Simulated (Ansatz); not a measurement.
# S₂O: one molecule under many settings

Aim: run S₂O under a spread of inputs, and see what each costs and gives.

Computed with Ansatz 0.2.0, Gaussian basis. Level: the settings change from run to run.

### 1 The molecule

An earlier PBE0-D4 in a triple-zeta def2 set relaxation fixed the geometry.

SMILES `O=S=S`, 3 atoms, charge 0, spin multiplicity 1.

Atoms are counted from 1 here; the program's logs count them from 0.

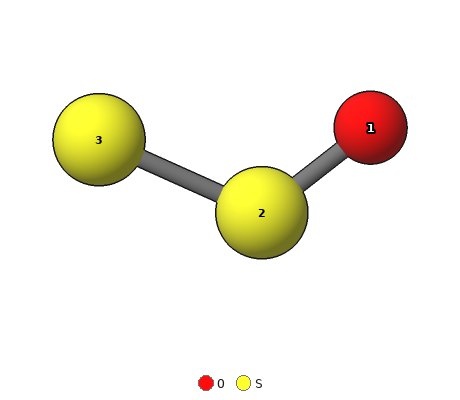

The structure; oxygen red, sulfur yellow; atoms are numbered from 1 in the order of the file.

### 2 wB97X/6-31G*

Options: relativity set to none, the search for lower states set to full.

The input, in.yaml:

```yaml
crystal:
  periodic: [false, false, false]
  atoms:
    - {symbol: O, position_ang: [0.452030, 1.203823, 0.493268]}
    - {symbol: S, position_ang: [0.529077, -0.205692, 0.148877]}
    - {symbol: S, position_ang: [-0.981097, -0.998131, -0.642146]}
basis:
  gaussian: {orbitals: "6-31G*"}
hamiltonian: {xc: {name: wB97X}, pseudopotentials: {relativity: none}}
scf: {lower_state_search: full}
output: {forces: true}
```

Launch:

```console
$ ansatz run in.yaml --threads 4 --pin off --events-out ev --progress --plain --max-ram 10444MiB
```

What it wrote (excerpt; [...] marks lines left out):

```text
Functional definition: wB97X
  name "wB97X"
  cite "Chai & Head-Gordon, J. Chem. Phys. 128, 084106 (2008) doi:10.1063/1.2834918"
  cite "Becke, J. Chem. Phys. 107, 8554 (1997) doi:10.1063/1.475007"
[...]
  # The coefficients of nought are those of the uniform gas.
[...]
      + exact_x_lr(omega)
[...]
      + integral(e_c_pw_opposite_spin*poly(b97_u_opposite, 1, cos1, cos2, cos3, cos4))
463 factors; integrals over basis functions are off by at most 1.5e-3 eV
119 factors; integrals over basis functions are off by at most 1.6e-5 eV
[...]
mean field -23714.26832329 eV, -871.4832867724 hartree, gradient 8.6e-5 eV, S^2 0.000000; 0 other end points of the search recorded, 0 dependent functions left out
[...]
reference -23714.26830453 eV, -871.4832860831 hartree; 20, 20 occupied and 33, 33 virtual orbitals, 463 factors
Total energy: -23714.26830453 eV, -871.4832860831 hartree
Atom 0 at     0.452030     1.203823     0.493268 Å, force    -0.088787     0.934103     0.213724 eV/Å
Atom 1 at     0.529077    -0.205692     0.148877 Å, force     0.151565    -0.936379    -0.190186 eV/Å
Atom 2 at    -0.981097    -0.998131    -0.642146 Å, force    -0.062778     0.002276    -0.023538 eV/Å
Dipole moment:     0.195952    -0.256154     0.007383 e Å
```

Run time: 0.9 s. Hardware: 4 threads of Intel Xeon Platinum 8488C, shared host.

Largest force 0.967 eV/Å, dipole 1.55 D.

### 3 PBE/6-31G*

Set apart from the defaults: atoms shaken by 0.03 Å, the search for lower states set to off.

The input, in.yaml:

```yaml
crystal:
  periodic: [false, false, false]
  atoms:
    - {symbol: O, position_ang: [0.468132, 1.240927, 0.480650]}
    - {symbol: S, position_ang: [0.542463, -0.228866, 0.175224]}
    - {symbol: S, position_ang: [-1.000208, -1.038045, -0.653335]}
basis:
  gaussian: {orbitals: "6-31G*"}
hamiltonian: {xc: {name: PBE}}
scf: {lower_state_search: off}
output: {forces: true}
```

Same command.

What it wrote (excerpt; [...] marks lines left out):

```text
Functional definition: PBE
  name "PBE"
  cite "Perdew, Burke & Ernzerhof, Phys. Rev. Lett. 77, 3865 (1996) doi:10.1103/PhysRevLett.77.3865"
  parent pbe
[...]
555 factors; their error is unknown
[...]
mean field -23704.61013552 eV, -871.1283549185 hartree, gradient 4.6e-6 eV, S^2 0.000000; 0 other end points of the search recorded, 0 dependent functions left out
[...]
reference -23704.61015853 eV, -871.1283557643 hartree; 20, 20 occupied and 33, 33 virtual orbitals, 555 factors
Total energy: -23704.61015853 eV, -871.1283557643 hartree
Atom 0 at     0.468132     1.240927     0.480650 Å, force     0.089454     0.113873     0.063370 eV/Å
Atom 1 at     0.542463    -0.228866     0.175224 Å, force     0.055220     0.052727     0.035097 eV/Å
Atom 2 at    -1.000208    -1.038045    -0.653335 Å, force    -0.144673    -0.166600    -0.098467 eV/Å
Dipole moment:     0.159251    -0.236243     0.012338 e Å
Checks for a lower state left out: stability, starts, cluster_reference, orbital_swaps, neighbouring_geometries, increment
```

Wall time 0.25 s (4 threads of Intel Xeon Platinum 8488C, shared host).

Largest force 0.242 eV/Å, dipole 1.37 D.

### 4 wB97/cc-pVTZ

Set apart from the defaults: multiplicity 3, the search for lower states set to full.

The input, in.yaml:

```yaml
crystal:
  periodic: [false, false, false]
  atoms:
    - {symbol: O, position_ang: [0.452030, 1.203823, 0.493268]}
    - {symbol: S, position_ang: [0.529077, -0.205692, 0.148877]}
    - {symbol: S, position_ang: [-0.981097, -0.998131, -0.642146]}
basis:
  gaussian: {orbitals: cc-pVTZ}
magnetization: {spin_polarized: true, initial_magnetization: 2}
hamiltonian: {xc: {name: wB97}}
scf: {lower_state_search: full}
output: {forces: true}
```

Same command.

What it wrote (excerpt; [...] marks lines left out):

```text
Functional definition: wB97
  name "wB97"
  cite "Chai & Head-Gordon, J. Chem. Phys. 128, 084106 (2008) doi:10.1063/1.2834918"
  cite "Becke, J. Chem. Phys. 107, 8554 (1997) doi:10.1063/1.475007"
[...]
  # The coefficients of nought are those of the uniform gas.
[...]
      + integral(e_c_pw_opposite_spin*poly(b97_u_opposite, 1, cos1, cos2, cos3, cos4))
703 factors; their error is unknown
165 factors; integrals over basis functions are off by at most 6.4e-5 eV
[...]
mean field -23715.80397820 eV, -871.5397210494 hartree, gradient 1.6e-5 eV, S^2 2.018039; 7 other end points of the search recorded, 0 dependent functions left out
[...]
reference -23715.80397264 eV, -871.5397208451 hartree; 21, 19 occupied and 77, 79 virtual orbitals, 703 factors
Total energy: -23715.80397264 eV, -871.5397208451 hartree
Atom 0 at     0.452030     1.203823     0.493268 Å, force    -0.127554     2.278312     0.555507 eV/Å
Atom 1 at     0.529077    -0.205692     0.148877 Å, force     3.000013    -0.773852     0.948329 eV/Å
Atom 2 at    -0.981097    -0.998131    -0.642146 Å, force    -2.872459    -1.504460    -1.503835 eV/Å
Dipole moment:    -0.086744    -0.399240    -0.139297 e Å
```

Run time: 7.5 s. Hardware: 4 threads of Intel Xeon Platinum 8488C, shared host; peak memory 0.3 GiB.

Largest force 3.574 eV/Å, dipole 2.07 D, ⟨S²⟩ 2.018.

### 5 PBE0-DH/def2-TZVPD

Options: a point charge of 1.00 e beside it.

The input, in.yaml:

```yaml
crystal:
  periodic: [false, false, false]
  atoms:
    - {symbol: O, position_ang: [0.452030, 1.203823, 0.493268]}
    - {symbol: S, position_ang: [0.529077, -0.205692, 0.148877]}
    - {symbol: S, position_ang: [-0.981097, -0.998131, -0.642146]}
basis:
  gaussian: {orbitals: def2-TZVPD, point_charges: [{charge: 1.00, position_ang: [5.102, 0.975, 0.241]}]}
hamiltonian: {xc: {name: PBE0-DH}}
output: {forces: true}
```

Same command.

What it wrote (excerpt; [...] marks lines left out):

```text
Functional definition: PBE0-DH
  name "PBE0-DH"
  cite "Brémond & Adamo, J. Chem. Phys. 135, 024106 (2011) doi:10.1063/1.3604569"
  cite "Perdew, Burke & Ernzerhof, Phys. Rev. Lett. 77, 3865 (1996) doi:10.1103/PhysRevLett.77.3865"
[...]
807 factors; integrals over basis functions are off by at most 8.9e-4 eV
[...]
mean field -23705.25116176 eV, -871.1519121983 hartree, gradient 6.1e-6 eV, S^2 0.000000; 0 other end points of the search recorded, 0 dependent functions left out
11 core orbitals not correlated: weight in the atoms' cores, before any rotation towards them, 1.000 or more for the frozen orbitals, at most 0.000 for the correlated occupied ones
reference -23705.25118632 eV, -871.1519131008 hartree; 9, 9 occupied and 112, 112 virtual orbitals, 807 factors
second order -20.76943463 eV of doubles, -0.00000000 eV of singles
[...]
Total energy: -23707.84736565 eV, -871.2473209314 hartree
Atom 0 at     0.452030     1.203823     0.493268 Å, force     0.270451    -0.035373     0.032700 eV/Å
Atom 1 at     0.529077    -0.205692     0.148877 Å, force    -0.790768    -0.193122    -0.334620 eV/Å
Atom 2 at    -0.981097    -0.998131    -0.642146 Å, force     0.562523     0.191022     0.285028 eV/Å
Dipole moment:    -0.178993    -0.395640    -0.111027 e Å
```

It took 7.5 s on 4 threads of Intel Xeon Platinum 8488C, shared host; peak memory 0.32 GiB.

Largest force 0.880 eV/Å, dipole 2.15 D.

### 6 wB97M-V/6-31G

The input, in.yaml:

```yaml
crystal:
  periodic: [false, false, false]
  atoms:
    - {symbol: O, position_ang: [0.452030, 1.203823, 0.493268]}
    - {symbol: S, position_ang: [0.529077, -0.205692, 0.148877]}
    - {symbol: S, position_ang: [-0.981097, -0.998131, -0.642146]}
basis:
  gaussian: {orbitals: 6-31G}
hamiltonian: {xc: {name: wB97M-V}}
```

Launched as before.

What it wrote (excerpt; [...] marks lines left out):

```text
Functional definition: wB97M-V
  name "wB97M-V"
  cite "Mardirossian & Head-Gordon, J. Chem. Phys. 144, 214110 (2016) doi:10.1063/1.4952647"
  cite "Becke, J. Chem. Phys. 107, 8554 (1997) doi:10.1063/1.475007"
  cite "Vydrov & Van Voorhis, J. Chem. Phys. 133, 244103 (2010) doi:10.1063/1.3521275"
  # Of w^i u^j: cxij and so on, Table III.
[...]
  gx(w, u) = 1 - cx + cx01*u + cx10*w
  gss(w, u) = css00 + css04*u^4 + css10*w + css20*w^2 + css43*w^4*u^3
  gos(w, u) = cos00 + cos10*w + (cos20 + cos21*u)*w^2 + (cos60 + cos61*u)*w^6
[...]
      + integral(e_c_pw_mod_opposite_spin*gos(b97_w_opposite, b97_u_opposite)) + vv10(b, c)
363 factors; integrals over basis functions are off by at most 1.1e-4 eV
133 factors; integrals over basis functions are off by at most 2.5e-6 eV
[...]
mean field -23708.80423374 eV, -871.2824851853 hartree, gradient 2.0e-5 eV, S^2 0.000000; 0 other end points of the search recorded, 0 dependent functions left out
reference -23708.80426057 eV, -871.2824861711 hartree; 20, 20 occupied and 15, 15 virtual orbitals, 363 factors
Total energy: -23708.80426057 eV, -871.2824861711 hartree
```

Wall time 1.6 s (4 threads of Intel Xeon Platinum 8488C, shared host).

### 7 B3LYP5/cc-pVTZ-DK

Options: atoms shaken by 0.15 Å.

The input, in.yaml:

```yaml
crystal:
  periodic: [false, false, false]
  atoms:
    - {symbol: O, position_ang: [0.604304, 1.263527, 0.189949]}
    - {symbol: S, position_ang: [0.397379, -0.021248, 0.078431]}
    - {symbol: S, position_ang: [-0.871031, -0.949508, -0.939057]}
basis:
  gaussian: {orbitals: cc-pVTZ-DK}
hamiltonian: {xc: {name: B3LYP5}}
output: {forces: true}
```

Launched as before.

What it wrote (excerpt; [...] marks lines left out):

```text
Functional definition: B3LYP5
  name "B3LYP5"
  cite "Stephens, Devlin, Chabalowski & Frisch, J. Phys. Chem. 98, 11623 (1994) doi:10.1021/j100096a001"
  cite "Becke, Phys. Rev. A 38, 3098 (1988) doi:10.1103/PhysRevA.38.3098"
  cite "Lee, Yang & Parr, Phys. Rev. B 37, 785 (1988) doi:10.1103/PhysRevB.37.785"
  cite "Vosko, Wilk & Nusair, Can. J. Phys. 58, 1200 (1980) doi:10.1139/p80-159"
[...]
739 factors; their error is unknown
[...]
mean field -23774.74927430 eV, -873.7059207265 hartree, gradient 5.4e-5 eV, S^2 0.000000; 0 other end points of the search recorded, 0 dependent functions left out
[...]
reference -23774.74944502 eV, -873.7059270007 hartree; 20, 20 occupied and 78, 78 virtual orbitals, 739 factors
Total energy: -23774.74944502 eV, -873.7059270007 hartree
Relativity: scalar
Atom 0 at     0.604304     1.263527     0.189949 Å, force     1.495222    15.882367     0.488663 eV/Å
Atom 1 at     0.397379    -0.021248     0.078431 Å, force    -0.133874   -15.962585     0.655117 eV/Å
Atom 2 at    -0.871031    -0.949508    -0.939057 Å, force    -1.361348     0.080218    -1.143781 eV/Å
Dipole moment:     0.062726    -0.119508     0.058268 e Å
```

Run time: 0.65 s. Hardware: 4 threads of Intel Xeon Platinum 8488C, shared host.

Largest force 15.977 eV/Å, dipole 0.71 D.

### 8 wPBEh/6-31++G**

This run has high accuracy.

The input, in.yaml:

```yaml
crystal:
  periodic: [false, false, false]
  atoms:
    - {symbol: O, position_ang: [0.452030, 1.203823, 0.493268]}
    - {symbol: S, position_ang: [0.529077, -0.205692, 0.148877]}
    - {symbol: S, position_ang: [-0.981097, -0.998131, -0.642146]}
basis:
  gaussian: {orbitals: "6-31++G**"}
hamiltonian: {xc: {name: wPBEh}}
accuracy: high
```

Launched as before.

What it wrote (excerpt; [...] marks lines left out):

```text
Functional definition: wPBEh
  name "wPBEh"
  cite "Heyd, Scuseria & Ernzerhof, J. Chem. Phys. 118, 8207 (2003) doi:10.1063/1.1564060"
  cite "Krukau, Vydrov, Izmaylov & Scuseria, J. Chem. Phys. 125, 224106 (2006) doi:10.1063/1.2404663"
  cite "Heyd & Scuseria, J. Chem. Phys. 120, 7274 (2004) doi:10.1063/1.1668634"
  cite "Ernzerhof & Perdew, J. Chem. Phys. 109, 3313 (1998) doi:10.1063/1.476928"
  cite "Perdew, Burke & Ernzerhof, Phys. Rev. Lett. 77, 3865 (1996) doi:10.1103/PhysRevLett.77.3865"
  parent pbe
[...]
1146 factors; integrals over basis functions are off by at most 3.8e-9 eV
96 factors; integrals over basis functions are off by at most 1.5e-9 eV
[...]
mean field -23707.02084742 eV, -871.2169469467 hartree, gradient 7.9e-8 eV, S^2 0.000000; 0 other end points of the search recorded, 0 dependent functions left out
reference -23707.02085136 eV, -871.2169470918 hartree; 20, 20 occupied and 45, 45 virtual orbitals, 1146 factors
Total energy: -23707.02085136 eV, -871.2169470918 hartree
```

It took 1.2 s on 4 threads of Intel Xeon Platinum 8488C, shared host.

### 9 B2PLYP/aug-cc-pVTZ

This run has atoms shaken by 0.15 Å, a grid of angular degree 11.

The input, in.yaml:

```yaml
crystal:
  periodic: [false, false, false]
  atoms:
    - {symbol: O, position_ang: [0.564839, 1.007998, 0.471755]}
    - {symbol: S, position_ang: [0.666093, -0.173533, 0.123953]}
    - {symbol: S, position_ang: [-0.900980, -1.218319, -0.479086]}
basis:
  gaussian: {orbitals: aug-cc-pVTZ, final_grid: {core_spheres: 5, valence_spheres: 4, degree: 11}}
hamiltonian: {xc: {name: B2PLYP}}
output: {forces: true}
```

The command is unchanged.

What it wrote (excerpt; [...] marks lines left out):

```text
Functional definition: B2PLYP
  name "B2PLYP"
  cite "Grimme, J. Chem. Phys. 124, 034108 (2006) doi:10.1063/1.2148954"
  cite "Becke, Phys. Rev. A 38, 3098 (1988) doi:10.1103/PhysRevA.38.3098"
  cite "Lee, Yang & Parr, Phys. Rev. B 37, 785 (1988) doi:10.1103/PhysRevB.37.785"
[...]
857 factors; integrals over basis functions are off by at most 1.4e-3 eV
[...]
mean field -23702.79481483 eV, -871.0616431137 hartree, gradient 9.3e-6 eV, S^2 0.000000; 0 other end points of the search recorded, 0 dependent functions left out
11 core orbitals not correlated: weight in the atoms' cores, before any rotation towards them, 1.000 or more for the frozen orbitals, at most 0.000 for the correlated occupied ones
reference -23702.79494998 eV, -871.0616480805 hartree; 9, 9 occupied and 126, 126 virtual orbitals, 857 factors
second order -19.73017552 eV of doubles, -0.00000000 eV of singles
[...]
Total energy: -23708.12209738 eV, -871.2574171362 hartree
Atom 0 at     0.564839     1.007998     0.471755 Å, force    -2.755384    28.361650     8.290745 eV/Å
Atom 1 at     0.666093    -0.173533     0.123953 Å, force     1.897296   -29.178689    -8.696800 eV/Å
Atom 2 at    -0.900980    -1.218319    -0.479086 Å, force     0.858088     0.817039     0.406055 eV/Å
Dipole moment:     0.230570     0.017717     0.046613 e Å
```

Run time: 2.1 s. Hardware: 4 threads of Intel Xeon Platinum 8488C, shared host; peak memory 0.47 GiB.

Largest force 30.506 eV/Å, dipole 1.13 D.

### 10 revPBE/6-31G

Set apart from the defaults: D3(BJ) with three-body dispersion.

The input, in.yaml:

```yaml
crystal:
  periodic: [false, false, false]
  atoms:
    - {symbol: O, position_ang: [0.452030, 1.203823, 0.493268]}
    - {symbol: S, position_ang: [0.529077, -0.205692, 0.148877]}
    - {symbol: S, position_ang: [-0.981097, -0.998131, -0.642146]}
basis:
  gaussian: {orbitals: 6-31G}
hamiltonian: {xc: {name: revPBE}, dispersion: d3bjatm}
```

The command is unchanged.

What it wrote:

```text
Functional definition: revPBE
  name "revPBE"
  cite "Zhang & Yang, Phys. Rev. Lett. 80, 890 (1998) doi:10.1103/PhysRevLett.80.890"
  cite "Perdew, Burke & Ernzerhof, Phys. Rev. Lett. 77, 3865 (1996) doi:10.1103/PhysRevLett.77.3865"
  parameter kappa = 1.245
  parameter beta = 0.06672455060314922
  exchange = pbe_x(kappa = kappa, mu = beta*pi^2/3)
  correlation = pbe_c(beta = beta)
363 factors; integrals over basis functions are off by at most 1.1e-4 eV
mean field evaluation 1: about -23699.8285 eV, gradient 5.7e1 eV
mean field evaluation 2: about -23603.7508 eV, gradient 1.8e2 eV
mean field evaluation 4: about -23706.1731 eV, gradient 1.3e1 eV
mean field evaluation 8: about -23706.7211 eV, gradient 1.7e-1 eV
mean field evaluation 16: about -23706.7179 eV, gradient 3.3e-5 eV
mean field -23706.71791263 eV, -871.2058142986 hartree, gradient 3.4e-5 eV, S^2 0.000000; 0 other end points of the search recorded, 0 dependent functions left out
reference -23706.71794120 eV, -871.2058153487 hartree; 20, 20 occupied and 15, 15 virtual orbitals, 363 factors
Total energy: -23706.87432230 eV, -871.2115622481 hartree
```

Run time: 0.25 s. Hardware: 4 threads of Intel Xeon Platinum 8488C, shared host.

### 11 The runs in one table

```csv
level,charge,multiplicity,geometry,functions,energy (eV),time
wB97X/6-31G*,0,1,relaxed,53,-23714.268,0.9 s
PBE/6-31G*,0,1,shaken,53,-23704.610,0.25 s
wB97/cc-pVTZ,0,3,relaxed,98,-23715.804,7.5 s
PBE0-DH/def2-TZVPD,0,1,"relaxed, point charge",132,-23707.847,7.5 s
wB97M-V/6-31G,0,1,relaxed,35,-23708.804,1.6 s
B3LYP5/cc-pVTZ-DK,0,1,shaken,98,-23774.749,0.65 s
wPBEh/6-31++G**,0,1,relaxed,65,-23707.021,1.2 s
B2PLYP/aug-cc-pVTZ,0,1,shaken,146,-23708.122,2.1 s
revPBE/6-31G,0,1,relaxed,35,-23706.874,0.25 s
```

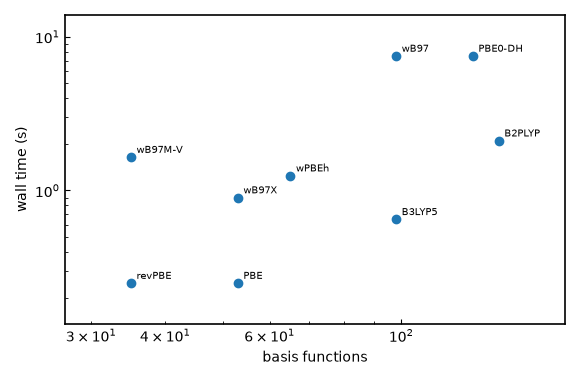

Wall time against the number of basis functions (shared host).

### 12 Outcome

| quantity | value |
| --- | --- |
| runs | 9 |
| quickest | PBE/6-31G*, 0.25 s |
| slowest | wB97/cc-pVTZ, 7.5 s |
| spread of total energies, same state and geometry | 7.4 eV |

**Reading.** wB97/cc-pVTZ took 30 times as long as PBE/6-31G*. The jobs differ in tasks and options as well as level. The totals spread over 7 eV; they can't be compared across methods or bases. At the PBE0-D4/def2-TZVP geometry and in the same state, runs without warnings or point charges leave forces up to 0.97 eV/Å (wB97X/6-31G*), against 30.5 eV/Å where the atoms were moved.
